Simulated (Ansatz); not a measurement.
# CH₅Al₂ (SMILES [CH2-][AlH][AlH2]) (charge −1): what the fields show

The calculation's input:

```
crystal:
  periodic: [false, false, false]
  atoms:
    - { symbol: C, position_ang: [-1.2669, 1.44442, -1.1469] }
    - { symbol: Al, position_ang: [-0.52155, 0.62997, 0.39623] }
    - { symbol: Al, position_ang: [1.11551, -1.27988, 0.83432] }
    - { symbol: H, position_ang: [-0.42698, 1.8058, -1.78341] }
    - { symbol: H, position_ang: [-1.76087, 0.64833, -1.7495] }
    - { symbol: H, position_ang: [-0.8028, 1.01851, 1.99737] }
    - { symbol: H, position_ang: [1.7265, -2.05421, -0.48026] }
    - { symbol: H, position_ang: [1.9371, -2.21295, 1.93215] }
total_charge: -1
basis:
  gaussian: { orbitals: def2-SVP }
hamiltonian:
  xc: cam_b3lyp
relax:
  f_tol: 0.015
  max_steps: 40
output:
  orbitals: {}
```

Command:

```sh
ansatz run input.yaml --threads 1 --pin off --max-ram 2048MiB --backend cpu --events-out ev --progress --plain --runs-dir out
```

The fields are those of the relaxed geometry.

The calculation used RKS CAM-B3LYP/def2-SVP (Ansatz).

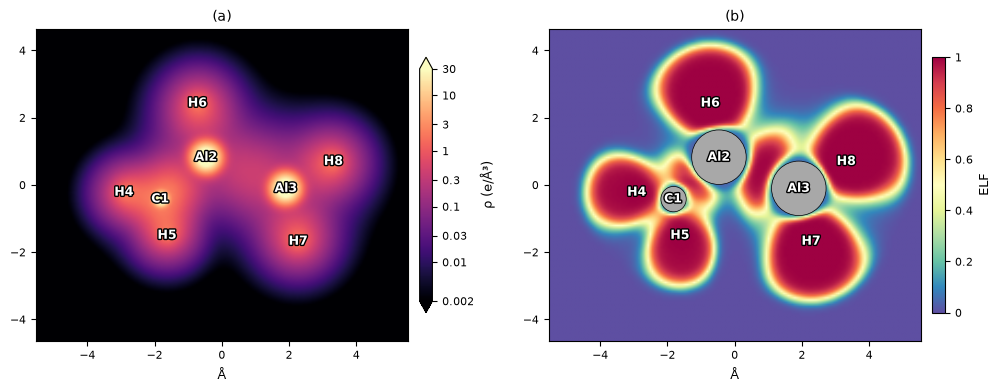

Figure 1. (a) total electron density; (b) ELF on the molecular plane. Grey discs cover the atomic cores in the ELF map.

Q: Describe what can be read from this map.

A:
- Atoms in the plane: C, Al and H.
- C–Al (1.84 Å): ρ is about 0.78 e/Å³ halfway; the ELF peaks at about 0.95 between the atoms; a polar covalent bond.
- Al–Al (2.55 Å): ρ at the midpoint is about 0.4 e/Å³; the ELF peaks at about 1 between the atoms, as expected for a covalent bond.
- C–H (1.10 Å): ρ is about 1.8 e/Å³ halfway; the ELF climbs to about 1 towards the hydrogen, as it does in any bond to H: a covalent bond by its length.
- Al–H (1.62 Å): ρ at the midpoint is about 0.47 e/Å³; the ELF climbs to about 1 towards the hydrogen.

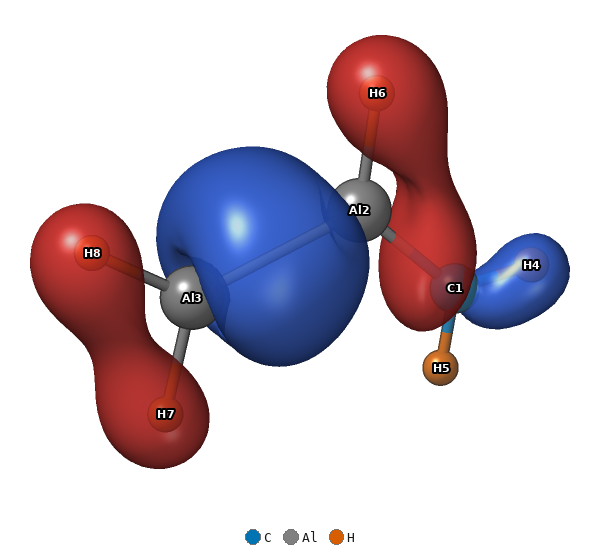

Figure 2. The HOMO−1 at ±0.1 Å⁻³ᐟ² (red and blue are the two phases), seen at a tilt.

Q: Describe this orbital and give its energy.

A: Its weight (Hirshfeld) is mainly on Al3 (about 40 %), Al2 (about 30 %), C1 (about 10 %), H6 (about 5 %) and H8 (about 5 %); it is symmetric in the molecular plane (an in-plane orbital: σ, lone-pair or in-plane π type). Its energy is −2.98 eV.

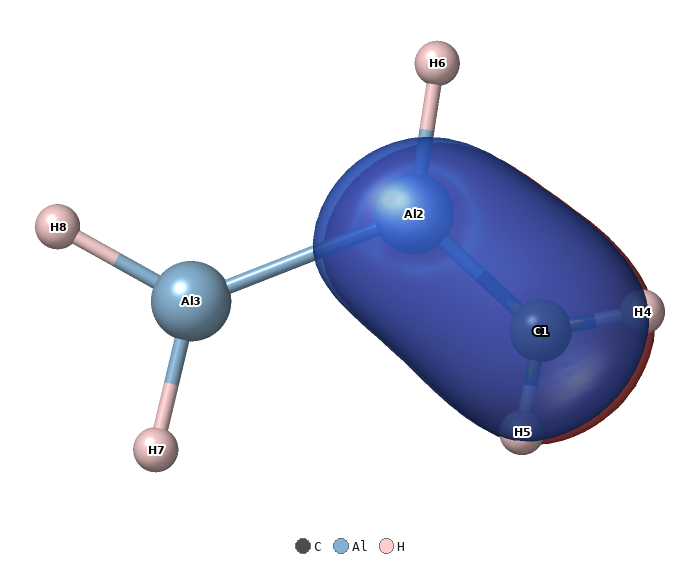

Figure 3. The HOMO at ±0.1 Å⁻³ᐟ² (blue and red are the two phases), seen at a tilt.

Q: Where does this orbital lie, and at what energy?

A: By Hirshfeld shares it lies mainly on C1 (about 50 %) and Al2 (about 30 %); it changes sign across the molecular plane (π type); π-bonding across C1–Al2. Its energy is −1.35 eV.
